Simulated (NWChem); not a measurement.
**[C2H6Si2]+ (SMILES [CH+]=[C][SiH2][SiH3]): UBeckeHandH/cc-pV(D+d)Z**

What is the vertical ionisation energy of [C2H6Si2]+ at UBeckeHandH/cc-pV(D+d)Z? 

The calculation is run with NWChem 7.3.0.

## (1) Starting point

[C2H6Si2]+: 10 atoms, total charge +1, spin state doublet. SMILES: `[CH+]=[C][SiH2][SiH3]`. Geometry: relaxed at GFN2-xTB.

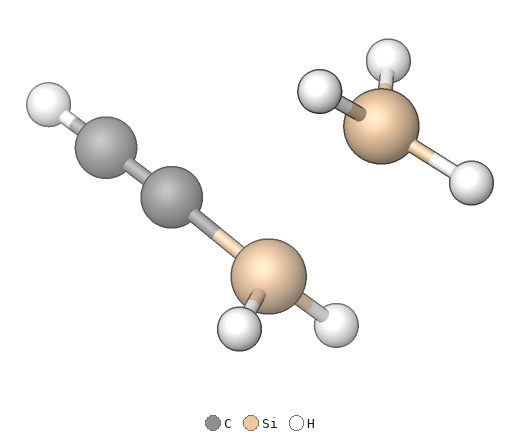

Viewed from a chosen angle; carbon grey, silicon light orange, hydrogen white.

## (2) Energy and one-electron properties at UBeckeHandH/cc-pV(D+d)Z

Input file work.nw:

```
start work
title "C2H6Si2 properties"
memory 2200 mb
charge 1
geometry units angstrom noautoz
  C       -1.253120       0.859160      -2.148120
  C       -0.504230       0.900590      -1.202190
  Si       0.648450       1.023890       0.211210
  Si       0.216040      -1.432260       1.155060
  H       -1.908780       0.829170      -2.974430
  H        0.197510       1.863170       1.311740
  H        2.064670       0.988390      -0.125020
  H       -1.237800      -1.496390       1.163490
  H        0.870060      -1.300530       2.450590
  H        0.907190      -2.235190       0.157670
end
basis spherical bse
  * library "cc-pV(D+d)Z"
end
dft
  xc beckehandh
  mult 2
  grid fine
  convergence energy 1e-07
  maxiter 150
end
property
  dipole
  mulliken
  electrondensity
  octupole
end
task dft property
```

Command:

```sh
nwchem work.nw > work.out
```

Log:

```text
[...]
          Wavefunction type:  spin polarized.
          No. of atoms     :    10
          No. of electrons :    45
[...]
          Charge           :     1
          Spin multiplicity:     2
[...]
          AO basis - number of functions:   104
[...]
              XC Information
              --------------
           Becke half-and-half Method XC Potential
                     Hartree-Fock (Exact) Exchange  0.500
                        Slater Exchange Functional  0.500 local
            Perdew 1991 LDA Correlation Functional  0.500 local
[...]
 d= 0,ls=0.0,diis     1   -655.9187044971 -8.28D+02  4.71D-03  1.79D-01     4.2
[...]
 d= 0,ls=0.0,diis    14   -655.9961881913 -1.45D-08  6.69D-07  4.70D-10    40.5
[...]
         Total DFT energy =     -655.996188191335
      One electron energy =    -1240.578074267471
           Coulomb energy =      464.500715806962
    Exchange-Corr. energy =      -52.124325453535
 Nuclear repulsion energy =      172.205495722710
[...]
      <S2> =      0.7664 (Exact =     0.7500)
[...]
   Dipole moment        1.0681123526 Debye(s)
             DMX       -0.2262818059 DMXEFC        0.0000000000
             DMY        1.0438535373 DMYEFC        0.0000000000
             DMZ        0.0055077000 DMZEFC        0.0000000000
   -EFC- dipole         0.0000000000 DEBYE(S)
   Total dipole         1.0681123526 DEBYE(S)
[...]
```

It took 41 s on 1 thread of Intel Xeon Platinum 8488C (Sapphire Rapids), shared host; peak memory 0.12 GiB.

Atomic charges (e):

```csv
atom,Mulliken
C1,+0.026
C2,-0.079
Si3,+0.380
Si4,+0.309
H5,+0.100
H6,+0.058
H7,+0.059
H8,+0.049
H9,+0.048
H10,+0.049
```

## (3) Singlet [C2H6Si2]2+ at the same level

Input file calc.nw:

```
start calc
title "C2H6Si2"
memory 2200 mb
charge 2
geometry units angstrom noautosym nocenter noautoz
  C     -1.253120     0.859160    -2.148120
  C     -0.504230     0.900590    -1.202190
  Si     0.648450     1.023890     0.211210
  Si     0.216040    -1.432260     1.155060
  H     -1.908780     0.829170    -2.974430
  H      0.197510     1.863170     1.311740
  H      2.064670     0.988390    -0.125020
  H     -1.237800    -1.496390     1.163490
  H      0.870060    -1.300530     2.450590
  H      0.907190    -2.235190     0.157670
end
basis spherical bse
  * library "cc-pV(D+d)Z"
end
dft
  xc beckehandh
  grid fine
  convergence energy 1e-07
  maxiter 150
  print medium
end
property
  dipole
  mulliken
  electrondensity
  octupole
end
task dft property
```

Command:

```sh
nwchem calc.nw > calc.out
```

Log:

```text
[...]
          Wavefunction type:  closed shell.
          No. of atoms     :    10
          No. of electrons :    44
[...]
          Charge           :     2
          Spin multiplicity:     1
[...]
          AO basis - number of functions:   104
[...]
              XC Information
              --------------
           Becke half-and-half Method XC Potential
                     Hartree-Fock (Exact) Exchange  0.500
                        Slater Exchange Functional  0.500 local
            Perdew 1991 LDA Correlation Functional  0.500 local
[...]
 d= 0,ls=0.0,diis     1   -655.3010681260 -8.28D+02  1.43D-02  1.55D+00     4.0
[...]
 d= 0,ls=0.0,diis    10   -655.4504896790 -4.38D-08  1.99D-06  3.57D-08    26.5
         Total DFT energy =     -655.450489678983
      One electron energy =    -1230.492989846010
           Coulomb energy =      454.634449780459
    Exchange-Corr. energy =      -51.797445336142
 Nuclear repulsion energy =      172.205495722710
[...]
   Dipole moment        0.9797592378 Debye(s)
             DMX       -0.1690468817 DMXEFC        0.0000000000
             DMY       -0.9081118457 DMYEFC        0.0000000000
             DMZ        0.3266254604 DMZEFC        0.0000000000
   -EFC- dipole         0.0000000000 DEBYE(S)
   Total dipole         0.9797592378 DEBYE(S)
[...]
```

It took 27 s on 1 thread of Intel Xeon Platinum 8488C (Sapphire Rapids), shared host; peak memory 0.12 GiB.

Atomic charges (e):

| atom | Mulliken |
| --- | --- |
| C1 | +0.213 |
| C2 | -0.027 |
| Si3 | +0.483 |
| Si4 | +0.419 |
| H5 | +0.167 |
| H6 | +0.165 |
| H7 | +0.165 |
| H8 | +0.129 |
| H9 | +0.150 |
| H10 | +0.136 |

## (4) What came out

Level: UBeckeHandH/cc-pV(D+d)Z.

| quantity | value |
| --- | --- |
| doublet [C2H6Si2]+: total energy | -655.99619 Eh |
| doublet [C2H6Si2]+: HOMO energy (highest over α and β) | -13.75 eV |
| doublet [C2H6Si2]+: LUMO energy (lowest over α and β) | -9.07 eV |
| doublet [C2H6Si2]+: ⟨S²⟩ | 0.766 |
| singlet [C2H6Si2]2+: total energy | -655.45049 Eh |
| singlet [C2H6Si2]2+: HOMO energy | -20.12 eV |
| singlet [C2H6Si2]2+: LUMO energy | -15.84 eV |
| singlet [C2H6Si2]2+: HOMO–LUMO gap | 4.28 eV |
| vertical ionisation energy (to the singlet dication) | 14.849 eV |

**Reading.** The vertical ionisation energy comes to 14.85 eV (1433 kJ/mol). Only the singlet of the ionised species was computed; a triplet could lie lower. Mulliken charges (singlet [C2H6Si2]2+) run from -0.03 on C2 to +0.48 on Si3.
